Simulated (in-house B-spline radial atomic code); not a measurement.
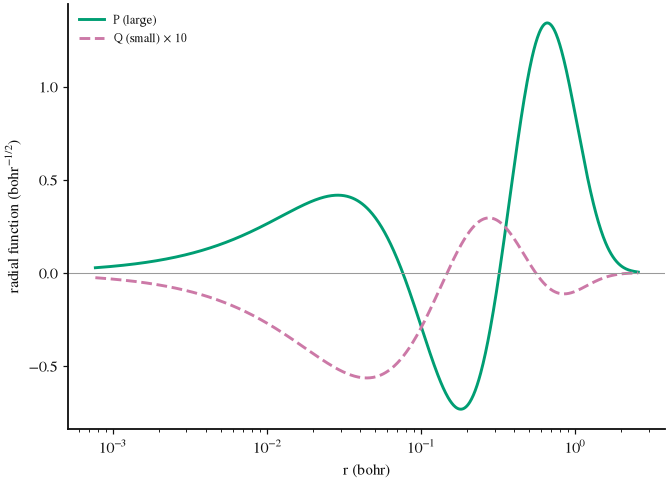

System: the Fe¹⁰⁺ ion, configuration [Ne] 3s2 3p4 (open shells shared over both j by 2j + 1). All numbers are computed, not measured: Dirac-Hartree-Fock, average of configuration, Fermi nucleus, basis-set limit (an in-house B-spline radial code).

The plot shows the large and small radial components of the 3s1/2 spinor.

Question: Describe it and give its main numbers.

Answer: The spinor has κ = −1: the large component has l = 0 and 2 radial nodes (r = 0.0761 and 0.322 bohr), the small one has l = 1. The small component carries 0.044 % of the norm; ⟨r⟩ = 0.725 bohr and the eigenvalue is −333.5 eV.
